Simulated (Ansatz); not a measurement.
# triplet AsF3 at 6 levels

Aim: a comparison of 6 runs (UHF/cc-pVDZ, U-r2SCAN/cc-pVDZ, U-revPBE/cc-pVDZ, USVWN5/cc-pVDZ, RPA@PBE0/cc-pVDZ, UCCSD/cc-pVDZ) of triplet AsF3. 

The calculation is run with Ansatz 0.2.0.

33 further runs of the same task are left out: 3 that didn't finish, 30 set aside as unsound or not needed.

## 1. The molecule

The species is AsF3 (4 atoms), meant as a triplet with charge 0. As SMILES of the parent species, `F[As](F)F`. The shape is that of a PBE0-D4/def2-TZVP optimisation. That shape belongs to the parent species and isn't relaxed for this state.

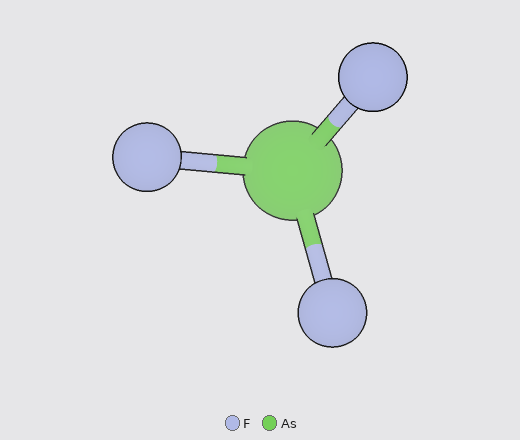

The structure, seen from a chosen angle (fluorine light blue, arsenic green).

## 2. The energy at UHF/cc-pVDZ (run 1)

run.yaml

```yaml
crystal:
  periodic: [false, false, false]
  atoms:
    - symbol: F
      position_ang: [-0.445870, 0.395590, 1.362650]
    - symbol: As
      position_ang: [-0.461950, -0.457240, -0.125630]
    - symbol: F
      position_ang: [1.203970, -0.865930, -0.112740]
    - symbol: F
      position_ang: [-0.296160, 0.927580, -1.124280]
basis:
  gaussian:
    orbitals: cc-pVDZ
magnetization:
  spin_polarized: true
  initial_magnetization: 2
hamiltonian:
  xc: hf
accuracy: high
output: {orbitals: {seedname: orbitals}}
```

Command:

```bash
$ ansatz run run.yaml --threads 1 --pin off --max-ram 3480MiB --events-out events.jsonl --progress --plain --runs-dir runs
```

The program printed:

```text
Warning: RAYON_NUM_THREADS=1 ignored (pool sized by the plan → 1); use --threads N
Functional definition: HF
  name "HF"
  exchange = exact_x
  correlation = 0
1414 factors; integrals over basis functions are off by at most 4.5e-9 eV
mean field evaluation 1: about -68904.9619 eV, gradient 2.7e1 eV
mean field evaluation 2: about -68905.0209 eV, gradient 2.7e1 eV
mean field evaluation 4: about -68908.2696 eV, gradient 2.5e0 eV
mean field evaluation 8: about -68908.3514 eV, gradient 3.7e-1 eV
mean field evaluation 16: about -68908.3557 eV, gradient 7.0e-3 eV
mean field evaluation 32: about -68908.3476 eV, gradient 8.1e-1 eV
mean field evaluation 64: about -68908.3544 eV, gradient 4.9e-3 eV
mean field evaluation 96: about -68908.3444 eV, gradient 5.3e-1 eV
mean field evaluation 128: about -68908.3542 eV, gradient 2.4e-3 eV
mean field evaluation 160: about -68908.3548 eV, gradient 4.5e-3 eV
mean field -68908.35567116 eV, -2532.3353631542 hartree, gradient 4.6e-8 eV, S^2 2.016711; 2 other end points of the search recorded, 0 dependent functions left out
reference -68908.35567116 eV, -2532.3353631542 hartree; 31, 29 occupied and 38, 40 virtual orbitals, 1414 factors
Total energy: -68908.35567116 eV, -2532.3353631542 hartree
```

Run time: 8.7 s. Hardware: 1 thread of Arm Neoverse V2, shared host; peak memory 0.26 GiB.

## 3. A single-point energy at U-r2SCAN/cc-pVDZ (run 2)

run.yaml

```yaml
crystal:
  periodic: [false, false, false]
  atoms:
    - {symbol: F, position_ang: [-0.445870, 0.395590, 1.362650]}
    - {symbol: As, position_ang: [-0.461950, -0.457240, -0.125630]}
    - {symbol: F, position_ang: [1.203970, -0.865930, -0.112740]}
    - {symbol: F, position_ang: [-0.296160, 0.927580, -1.124280]}
basis:
  gaussian: {orbitals: cc-pVDZ}
output: {orbitals: {seedname: orbitals}}
accuracy: high
magnetization: {spin_polarized: true, initial_magnetization: 2}
hamiltonian: {xc: {name: r2SCAN}}
```

Command:

```bash
$ ansatz run run.yaml --threads 1 --pin off --max-ram 3480MiB --events-out events.jsonl --progress --plain --runs-dir runs
```

The program printed:

```text
Warning: RAYON_NUM_THREADS=1 ignored (pool sized by the plan → 1); use --threads N
Functional definition: r2SCAN
  name "r2SCAN"
  parameter k0 = 0.174
  parameter k1 = 0.065
  parameter a1 = 4.9479
  exchange = r2scan_x(k0 = k0, k1 = k1, a1 = a1)
  correlation = r2scan_c
1414 factors; integrals over basis functions are off by at most 4.5e-9 eV
mean field evaluation 1: about -68979.9532 eV, gradient 3.3e1 eV
mean field evaluation 2: about -68965.9990 eV, gradient 7.0e1 eV
mean field evaluation 4: about -68983.3418 eV, gradient 7.0e0 eV
mean field evaluation 8: about -68983.5156 eV, gradient 1.5e-1 eV
mean field evaluation 16: about -68983.5178 eV, gradient 2.5e-2 eV
mean field evaluation 32: about -68983.5179 eV, gradient 1.7e-6 eV
mean field evaluation 64: about -68983.5178 eV, gradient 1.6e-8 eV
mean field -68983.51789086 eV, -2535.0975237814 hartree, gradient 9.0e-8 eV, S^2 2.005297; 3 other end points of the search recorded, 0 dependent functions left out
reference -68983.51789199 eV, -2535.0975238230 hartree; 31, 29 occupied and 38, 40 virtual orbitals, 1414 factors
Total energy: -68983.51789199 eV, -2535.0975238230 hartree
```

It took 1.7 min on 1 thread of Arm Neoverse V2, shared host; peak memory 0.32 GiB.

Runs 3 to 5 aren't shown in full; the table further down has their settings and results.

## 4. The energy at UCCSD/cc-pVDZ (run 6)

job.yaml

```yaml
crystal:
  periodic: [false, false, false]
  atoms:
    - {symbol: F, position_ang: [-0.445870, 0.395590, 1.362650]}
    - {symbol: As, position_ang: [-0.461950, -0.457240, -0.125630]}
    - {symbol: F, position_ang: [1.203970, -0.865930, -0.112740]}
    - {symbol: F, position_ang: [-0.296160, 0.927580, -1.124280]}
basis:
  gaussian: {orbitals: cc-pVDZ}
magnetization: {spin_polarized: true, initial_magnetization: 2}
correlation: {method: ccsd, frozen_orbitals: {As: 9, F: 1}}
accuracy: high
scf: {omitted_lower_state_checks: [cluster_reference, increment]}
```

Command:

```bash
$ ansatz run job.yaml --threads 1 --pin off --max-ram 3480MiB --events-out events.jsonl --progress --plain --runs-dir runs
```

The program printed:

```text
Warning: RAYON_NUM_THREADS=1 ignored (pool sized by the plan → 1); use --threads N
[... 15 lines left out ...]
12 core orbitals not correlated: weight in the atoms' cores, before any rotation towards them, 1.000 or more for the frozen orbitals, at most 0.000 for the correlated occupied ones
[... 34 lines left out ...]
Total energy: -68926.79960296 eV, -2533.0131651461 hartree
Checks for a lower state left out: cluster_reference, increment
```

Run time: 40 s. Hardware: 1 thread of Arm Neoverse V2, shared host; peak memory 0.5 GiB.

## 5. All runs side by side

```
run             level  frozen core orbitals   energy (Eh)  HOMO energy (eV)   ⟨S²⟩  wall time
  1       UHF/cc-pVDZ                     –  -2532.335363             -7.09  2.017      8.7 s
  2  U-r2SCAN/cc-pVDZ                     –  -2535.097524             -2.61  2.005    1.7 min
  3  U-revPBE/cc-pVDZ                     –  -2534.949027             -2.16  2.003       32 s
  4    USVWN5/cc-pVDZ                     –  -2530.059213             -2.20  2.001       24 s
  5  RPA@PBE0/cc-pVDZ                    12  -2533.213737                 –  2.005       47 s
  6     UCCSD/cc-pVDZ                    12  -2533.013165                 –  2.017       40 s
```

## 6. Results

| quantity | value |
| --- | --- |
| run 6: total energy | -2533.01317 Eh |
| run 6: correlation energy (12 core orbitals frozen) | -677.8 mEh |
| run 6: ⟨S²⟩ of the reference determinant | 2.017 |
| run 6: T1 diagnostic | 0.017 |

Totals of different functionals can't be ranked against each other. All runs together took 4.2 min, the longest 1.7 min.
